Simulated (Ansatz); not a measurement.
Cost and result by functional for the surface energy of the (11-21) surface of hcp Ti in its 1x1 cell, outermost plane spacing 0.70 Å in the ideal cut, in Ansatz (plane waves, PAW). Single points on the PBE structure, on one kind of machine; costs are rough ratios of the slab run's core time (references not counted) to the cheapest single point. r2SCAN's cost holds its higher cutoff (500 against 420 eV). Differences are taken against r2SCAN for comparison alone: no measured value is at hand, so the table doesn't rank accuracy.

Set-up: 15 atoms, 9.8 Å thick at the start (thin: gaps and levels are the slab's own); mesh 8x8x1; 0.1 eV smearing; dipole correction on; all atoms relaxed; held to the start's symmetry, so lower structures may exist; no spin, no spin-orbit, no U. These notes are the PBE run's.

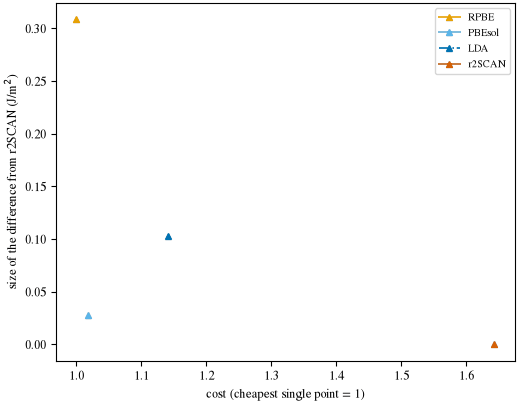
Fig. 1. Difference from r2SCAN against cost

```
functional                     relative cost  surface energy (J/m²)  less r2SCAN (J/m²)
-----------------------------  -------------  ---------------------  ------------------
RPBE                                       1                   1.87               -0.31
PBEsol                                     1                   2.21                0.03
LDA                                        1                   2.29                0.10
r2SCAN                                     2                   2.18                0.00
PBE (the relaxed run's value)              –                   2.02               -0.16
```

The values span 0.41 J/m², while the single points' costs differ by a factor of roughly 2. Differences are of unrounded values.

Ansatz is a first-principles code.
